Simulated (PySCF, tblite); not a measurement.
# Al3H4O5P, a small molecule taken as a stand-in for a surface group (alumina 3-ring): NMR shifts, core binding energies and electronic excitations

Wanted: the NMR shifts, core binding energies and electronic excitations for `[OH][Al]1[O][Al]([OH])[O][Al]([PH2])[O]1`.

Programs: tblite 0.8.0 and PySCF 2.14.0. All values are calculated, for the isolated system unless a continuum is named. Atoms count from 0, parts from 1.

## Step 1: Starting point

13 atoms, charge 0, multiplicity 1; geometry: distance geometry start.

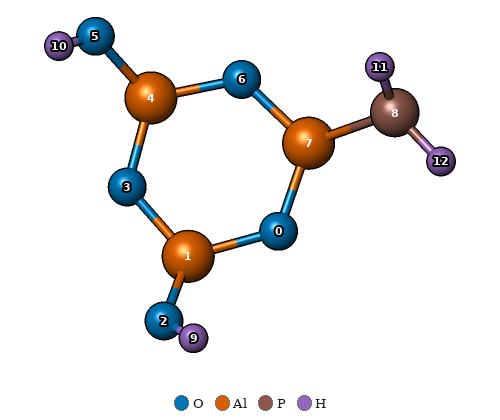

The starting geometry (oxygen blue, aluminium orange, phosphorus brown, hydrogen purple), atoms numbered.

## Step 2: Geometry optimisation with GFN2-xTB

Job settings and geometry (Å):

```
{"job": {"kind": "relax", "xc": "GFN2-xTB", "basis": "xTB"}, "charge": 0, "multiplicity": 1}
O      0.525209     1.170399    -0.968233
Al     1.810303     1.411675     0.390146
O      1.866370     3.116941     1.140294
O      2.014594    -0.024167     1.580619
Al     1.066956    -1.635128     1.465394
O      0.537231    -2.350825     3.108739
O     -0.168337    -1.755537     0.074559
Al    -0.482584    -0.412817    -1.194455
P     -2.635282    -0.091184    -1.789014
H      1.246904     3.816599     0.923854
H      0.650866    -1.946852     3.970801
H     -3.581383    -0.371698    -0.804518
H     -2.910433     1.002059    -2.608540
```

Level: GFN2-xTB geometry optimisation, gas phase.

Run with:

```
$ OMP_NUM_THREADS=1 python cluster_run.py task.json out
```

The driver reads the jobs from task.json and runs them one after another.

Log:

```text
step      E/eV     max force
  0    -773.40660    3.534
  1    -774.37817    2.920
  2    -776.37474    1.893
  3    -776.90588    2.152
  4    -777.05783    1.297
  5    -777.14935    0.778
  6    -777.22199    0.852
  7    -777.29787    0.799
  8    -777.36329    0.643
  9    -777.39524    0.460
 10    -777.41040    0.416
 11    -777.43351    0.485
 12    -777.45923    0.516
 13    -777.48470    0.443
 14    -777.50100    0.304
 15    -777.51112    0.231
 16    -777.51872    0.218
 17    -777.52628    0.214
 18    -777.53259    0.229
 19    -777.53725    0.180
 20    -777.54148    0.218
 21    -777.54553    0.209
 22    -777.54962    0.170
 23    -777.55386    0.169
 24    -777.55755    0.140
 25    -777.56058    0.149
 26    -777.56343    0.151
 27    -777.56666    0.149
 28    -777.57109    0.212
 29    -777.57699    0.279
 30    -777.58397    0.292
 31    -777.58993    0.331
 32    -777.59744    0.238
 33    -777.60357    0.246
 34    -777.61100    0.239
 35    -777.61633    0.306
 36    -777.62475    0.403
 37    -777.63295    0.469
 38    -777.63912    0.481
 39    -777.64918    0.213
 40    -777.65339    0.180
 41    -777.65702    0.243
 42    -777.66141    0.238
 43    -777.66564    0.183
 44    -777.66958    0.152
 45    -777.67305    0.160
 46    -777.67544    0.196
 47    -777.67726    0.120
 48    -777.67871    0.104
 49    -777.68113    0.176
 50    -777.68264    0.171
 51    -777.68429    0.083
 52    -777.68509    0.068
 53    -777.68580    0.078
 54    -777.68703    0.081
 55    -777.68944    0.179
 56    -777.69086    0.143
 57    -777.69323    0.146
 58    -777.69424    0.107
 59    -777.69563    0.061
 60    -777.69630    0.081
 61    -777.69813    0.168
 62    -777.69986    0.182
 63    -777.70248    0.163
 64    -777.70503    0.104
 65    -777.70697    0.076
 66    -777.70772    0.067
 67    -777.70806    0.074
 68    -777.70847    0.113
 69    -777.70905    0.083
 70    -777.71085    0.120
 71    -777.71174    0.105
 72    -777.71312    0.079
 73    -777.71370    0.075
 74    -777.71404    0.060
 75    -777.71429    0.037
 76    -777.71453    0.041
 77    -777.71468    0.035
 78    -777.71477    0.039
 79    -777.71486    0.032
 80    -777.71495    0.024
 81    -777.71504    0.026
 82    -777.71514    0.037
 83    -777.71529    0.036
 84    -777.71550    0.035
 85    -777.71571    0.031
 86    -777.71587    0.033
 87    -777.71599    0.037
 88    -777.71610    0.032
 89    -777.71617    0.034
 90    -777.71622    0.018
 91    -777.71625    0.019
 92    -777.71629    0.018
 93    -777.71634    0.027
 94    -777.71641    0.030
 95    -777.71649    0.029
 96    -777.71658    0.028
 97    -777.71667    0.027
 98    -777.71675    0.025
 99    -777.71680    0.019
100    -777.71683    0.014
101    -777.71686    0.015
102    -777.71691    0.020
103    -777.71698    0.024
104    -777.71704    0.020
105    -777.71709    0.020
106    -777.71712    0.016
107    -777.71715    0.016
108    -777.71717    0.013
109    -777.71720    0.013
110    -777.71723    0.015
111    -777.71725    0.019
112    -777.71728    0.018
113    -777.71730    0.016
114    -777.71733    0.017
115    -777.71738    0.026
116    -777.71744    0.029
117    -777.71751    0.025
118    -777.71756    0.017
119    -777.71759    0.016
120    -777.71761    0.019
121    -777.71764    0.017
122    -777.71769    0.021
123    -777.71776    0.027
124    -777.71785    0.029
125    -777.71794    0.026
126    -777.71803    0.023
127    -777.71814    0.030
128    -777.71827    0.033
129    -777.71839    0.025
130    -777.71844    0.026
131    -777.71848    0.019
132    -777.71851    0.012
133    -777.71854    0.012
134    -777.71857    0.013
135    -777.71860    0.015
136    -777.71863    0.016
137    -777.71865    0.018
138    -777.71869    0.021
139    -777.71874    0.023
140    -777.71881    0.028
141    -777.71888    0.029
142    -777.71893    0.017
143    -777.71896    0.018
144    -777.71899    0.020
145    -777.71903    0.019
146    -777.71906    0.019
147    -777.71908    0.015
148    -777.71910    0.012
149    -777.71913    0.012
150    -777.71916    0.015
151    -777.71919    0.015
152    -777.71921    0.016
153    -777.71923    0.016
154    -777.71926    0.017
155    -777.71931    0.021
156    -777.71935    0.018
157    -777.71938    0.012
158    -777.71939    0.008
159    -777.71940    0.009
160    -777.71941    0.009
161    -777.71943    0.007
```

Wall time 2.3 s (1 thread of Arm Neoverse V2, shared host).

The steps of the relaxation:

```
step  energy from step 0 (eV)  largest force (eV/Å)
   0                   0.0000                3.5340
   6                  -3.8154                0.8515
  12                  -4.0526                0.5156
  18                  -4.1260                0.2289
  24                  -4.1509                0.1400
  30                  -4.1774                0.2917
  36                  -4.2181                0.4027
  42                  -4.2548                0.2376
  48                  -4.2721                0.1036
  54                  -4.2804                0.0818
  60                  -4.2897                0.0809
  66                  -4.3011                0.0665
  72                  -4.3065                0.0792
  78                  -4.3082                0.0394
  84                  -4.3089                0.0351
  90                  -4.3096                0.0175
  96                  -4.3100                0.0283
 102                  -4.3103                0.0204
 108                  -4.3106                0.0132
 114                  -4.3107                0.0170
 120                  -4.3110                0.0189
 126                  -4.3114                0.0233
 132                  -4.3119                0.0115
 138                  -4.3121                0.0217
 144                  -4.3124                0.0204
 150                  -4.3126                0.0148
 156                  -4.3127                0.0185
 161                  -4.3128                0.0071
```

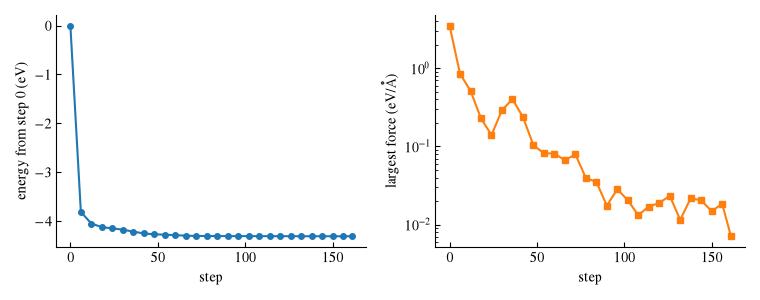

Energy and force, step by step.

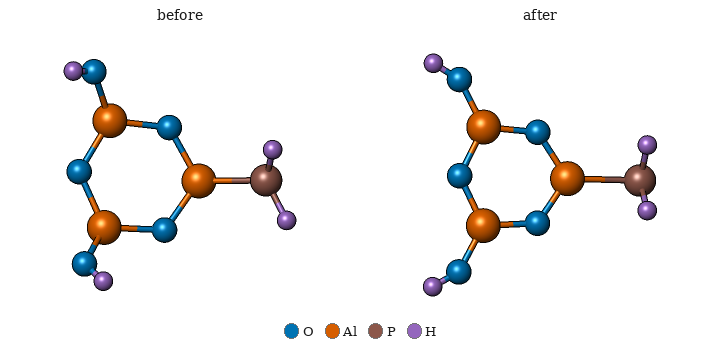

The geometry before (left) and after (right).

Distances of close pairs at the start and the end, largest changes first:

```
  bond  before (Å)  after (Å)  change (Å)
Al4–O5       1.869      1.637      -0.232
Al1–O2       1.864      1.638      -0.226
O0–Al7       1.890      1.691      -0.200
O0–Al1       1.885      1.693      -0.192
O6–Al7       1.874      1.690      -0.184
Al1–O3       1.876      1.694      -0.183
O3–Al4       1.873      1.694      -0.179
Al4–O6       1.864      1.692      -0.172
```

## Step 3: Geometry optimisation at PBE0-D3(BJ)/def2-SVP

Job settings and geometry (Å):

```
{"job": {"xc": "PBE0", "basis": "def2-SVP", "d3": "d3bj", "grid": 2, "kind": "geom", "shake": 0.01}, "charge": 0, "multiplicity": 1}
O      0.043811     1.121654    -0.954212
Al     1.197527     1.493340     0.201889
O      1.992125     2.919538     0.200425
O      1.438617     0.230218     1.302896
Al     0.581865    -1.259596     1.340202
O      0.805111    -2.444885     2.443201
O     -0.539427    -1.390227     0.101898
Al    -0.868558    -0.264534    -1.126070
P     -2.380027    -0.646128    -2.787803
H      2.662575     3.469887     0.624168
H      1.259844    -2.769665     3.217028
H     -3.293433    -1.142495    -1.868884
H     -2.889819     0.665520    -2.687332
```

Log:

```text
step   0  E = -1446.13927893  max force = 0.034564
step   1  E = -1446.14815845  max force = 0.005288
step   2  E = -1446.14851417  max force = 0.003135
step   3  E = -1446.14883765  max force = 0.003148
step   4  E = -1446.14904149  max force = 0.002628
step   5  E = -1446.14910570  max force = 0.001345
step   6  E = -1446.14912560  max force = 0.000398
step   7  E = -1446.14913121  max force = 0.000483
step   8  E = -1446.14913609  max force = 0.000643
step   9  E = -1446.14913886  max force = 0.000687
step  10  E = -1446.14914150  max force = 0.000482
step  11  E = -1446.14914487  max force = 0.000487
step  12  E = -1446.14914900  max force = 0.000376
optimisation converged
```

Run time: 4.2 min. Hardware: 1 thread of Arm Neoverse V2, shared host; peak memory 0.82 GiB.

Step by step:

| step | energy from step 0 (eV) | largest force component (eV/Å) |
| --- | --- | --- |
| 0 | 0.0000 | 1.7774 |
| 1 | -0.2416 | 0.2719 |
| 2 | -0.2513 | 0.1612 |
| 3 | -0.2601 | 0.1619 |
| 4 | -0.2657 | 0.1351 |
| 5 | -0.2674 | 0.0692 |
| 6 | -0.2679 | 0.0205 |
| 7 | -0.2681 | 0.0248 |
| 8 | -0.2682 | 0.0331 |
| 9 | -0.2683 | 0.0353 |
| 10 | -0.2684 | 0.0248 |
| 11 | -0.2685 | 0.0250 |
| 12 | -0.2686 | 0.0193 |

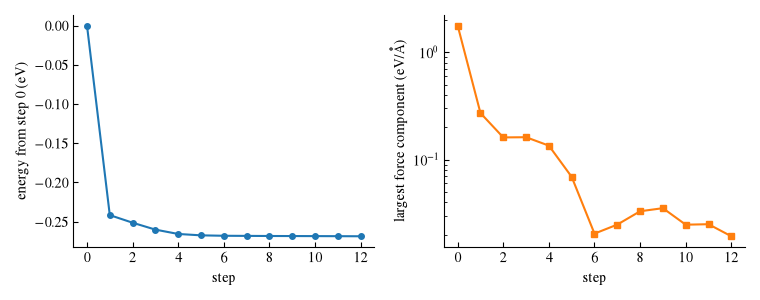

Energy and force, step by step.

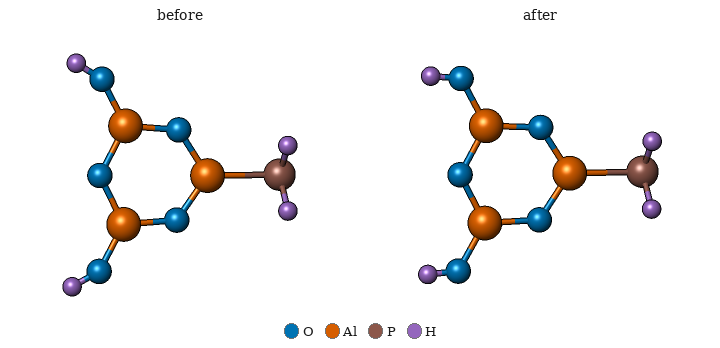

Before and after, at one scale.

Distances of close pairs at the start and the end, largest changes first:

| bond | before (Å) | after (Å) | change (Å) |
| --- | --- | --- | --- |
| Al1–O2 | 1.633 | 1.690 | +0.058 |
| Al4–O5 | 1.634 | 1.691 | +0.056 |
| O0–Al7 | 1.668 | 1.713 | +0.044 |
| P8–H11 | 1.387 | 1.429 | +0.042 |
| O0–Al1 | 1.675 | 1.707 | +0.032 |
| Al4–O6 | 1.676 | 1.706 | +0.031 |
| Al7–P8 | 2.278 | 2.309 | +0.030 |
| P8–H12 | 1.411 | 1.430 | +0.019 |

The next job starts from the end point, and lists it.

```
                         at the end point                value
rotational constants (GHz, main isotopes)  1.011, 0.618, 0.385
                        dipole moment (D)                 2.87
```

## Step 4: NMR shieldings: PBE0/pcSseg-1

Job settings and geometry (Å):

```
{"job": {"kind": "nmr", "xc": "PBE0", "basis": "pcSseg-1"}, "charge": 0, "multiplicity": 1}
O      0.044244     1.120126    -1.059106
Al     1.252133     1.447943     0.101399
O      2.162556     2.870880     0.046277
O      1.453768     0.245717     1.300761
Al     0.537647    -1.196244     1.390080
O      0.749472    -2.366658     2.591535
O     -0.636697    -1.389697     0.167337
Al    -0.944221    -0.277996    -1.099755
P     -2.456372    -0.690188    -2.795085
H      2.843502     3.099967     0.680032
H      1.394990    -2.296979     3.296097
H     -3.418108    -1.225459    -1.883309
H     -2.973131     0.641019    -2.729039
```

With the program's defaults for keys left out, this is: GIAO PBE0/pcSseg-1 NMR shielding, non-relativistic, gas phase.

Log:

```text
coarse grid: 14408 points
cycle   1  E = -1446.0479025131  dE =  1.069e+00  |g| = 1.747e+00  |ddm| = 3.820e+00
cycle   2  E = -1445.0459129235  dE =  1.002e+00  |g| = 2.850e+00  |ddm| = 2.846e+00
cycle   3  E = -1446.5912461436  dE = -1.545e+00  |g| = 1.802e-01  |ddm| = 2.034e+00
cycle   4  E = -1446.5939563449  dE = -2.710e-03  |g| = 1.482e-01  |ddm| = 2.069e-01
cycle   5  E = -1446.5978439359  dE = -3.888e-03  |g| = 1.719e-02  |ddm| = 8.643e-02
cycle   6  E = -1446.5979000949  dE = -5.616e-05  |g| = 8.048e-03  |ddm| = 2.210e-02
cycle   7  E = -1446.5979110792  dE = -1.098e-05  |g| = 2.635e-03  |ddm| = 6.130e-03
cycle   8  E = -1446.5979123277  dE = -1.248e-06  |g| = 5.927e-04  |ddm| = 2.363e-03
final grid: 125128 points
cycle   9  E = -1446.7005805287  dE = -2.138e-05  |g| = 1.409e-02  |ddm| = 1.896e-02
cycle  10  E = -1446.7005307459  dE =  4.978e-05  |g| = 2.215e-02  |ddm| = 1.929e-02
cycle  11  E = -1446.7006135029  dE = -8.276e-05  |g| = 8.361e-04  |ddm| = 1.199e-02
cycle  12  E = -1446.7006136267  dE = -1.238e-07  |g| = 3.711e-04  |ddm| = 9.015e-04
cycle  13  E = -1446.7006136494  dE = -2.267e-08  |g| = 9.447e-05  |ddm| = 2.421e-04
cycle  14  E = -1446.7006136512  dE = -1.777e-09  |g| = 2.799e-05  |ddm| = 1.087e-04
cycle  15  E = -1446.7006136513  dE = -1.278e-10  |g| = 1.201e-05  |ddm| = 2.394e-05
converged SCF energy = -1446.7006136513

GIAO shielding tensors (ppm)
atom      isotropic    diamagn.    paramagn.     s11        s22        s33       span
  0 O      243.447     400.317    -156.870    219.252    220.044    291.045     71.793
  1 Al     469.038     797.783    -328.746    402.433    477.474    527.205    124.772
  2 O      332.008     387.820     -55.812    309.619    311.696    374.709     65.090
  3 O      272.090     401.771    -129.682    234.478    285.890    295.901     61.423
  4 Al     468.702     797.811    -329.109    402.065    477.257    526.785    124.720
  5 O      331.828     387.807     -55.979    309.528    311.611    374.345     64.816
  6 O      242.907     400.335    -157.428    218.687    219.182    290.852     72.165
  7 Al     410.914     798.897    -387.983    363.554    369.764    499.425    135.871
  8 P      662.970     967.545    -304.576    572.870    657.411    758.628    185.758
  9 H       30.037      30.695      -0.658     21.480     23.630     45.001     23.521
 10 H       30.057      30.682      -0.626     21.498     23.681     44.991     23.493
 11 H       30.321      29.436       0.884     24.686     27.297     38.979     14.293
 12 H       30.316      29.460       0.856     24.727     27.298     38.922     14.195
```

Wall time 37 s (1 thread of Arm Neoverse V2, shared host); peak memory 1.1 GiB.

The references, computed at this level on geometries of the same kind, shield at (ppm): 1H TMS 31.27, 17O H2O 334.6, 31P H3PO4 310.1, 27Al AlH4- 489.3. Their shielding less the atom's gives the shift. The references are single molecules in the gas phase, so shifts against H2O, NH3, PH3, H3PO4 or CFCl3 are not on the usual liquid scales and can be off by tens of ppm. Shifts against hydride references such as AlH4− lie on their own scale. Atoms listed in one row are averaged.

```
   atoms                            environment  σ (ppm)  δ (ppm)
 H9, H10     hydrogen on an oxygen bonded to Al    30.05     1.22
H11, H12  hydrogen on a phosphorus bonded to Al    30.32     0.95
  O0, O6                  oxygen bonded to 2 Al    243.2     91.4
      O3                  oxygen bonded to 2 Al    272.1     62.5
  O2, O5                 oxygen bonded to Al, H    331.9      2.6
     Al7             aluminium bonded to 2 O, P    410.9     78.4
Al1, Al4                aluminium bonded to 3 O    468.9     20.4
      P8           phosphorus bonded to Al, 2 H    663.0   -352.8
```

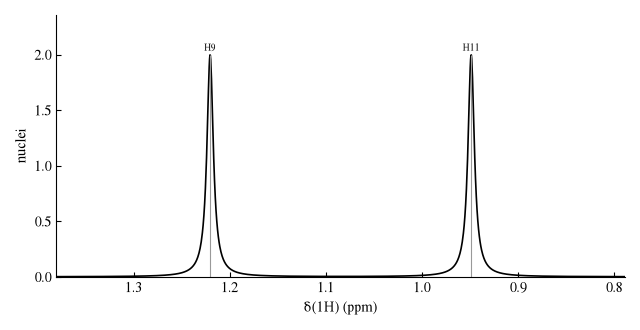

1H lines at the computed shifts, without couplings. Lines are broadened to a width of 0.01 ppm (Lorentzian).

Charges from the same density, by scheme (e):

```csv
atoms,Mulliken,IAO,Hirshfeld,ESP fit
"O0, O6",-0.89,-0.92,-0.46,-0.88
"Al1, Al4",1.29,1.36,0.68,1.48
"O2, O5",-0.65,-0.80,-0.39,-0.91
O3,-0.91,-0.94,-0.47,-1.08
Al7,1.09,1.08,0.55,1.02
P8,-0.34,-0.18,-0.07,-0.38
```

ESP fit charges:

O0 -0.88; Al1 1.48; O2 -0.91; O3 -1.08; Al4 1.48; O5 -0.91; O6 -0.88; Al7 1.02; P8 -0.38; H9 0.45; H10 0.45; H11 0.09; H12 0.08

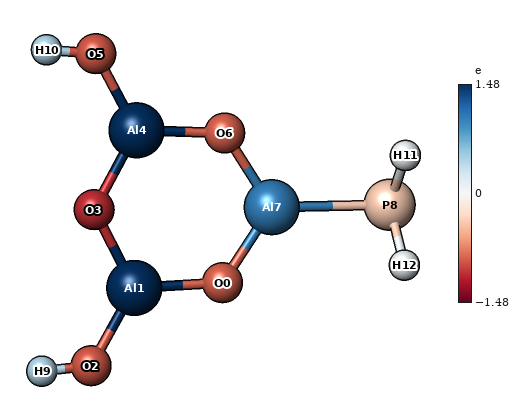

ESP fit charges, as colours on the atoms.

Mayer bond orders: O0–Al1 0.88, Al1–O2 1.01, Al1–O3 0.88, O3–Al4 0.88, Al4–O5 1.01, Al4–O6 0.88, O6–Al7 0.90, Al7–P8 0.97, Al7–O0 0.90.

Ring of atoms O0, Al1, O3, Al4, O6, Al7: NICS(0) -4.1, NICS(1) -1.6, NICS(1)zz 2.2 ppm (means of both faces).

(Part 1 of 2 ends here.)
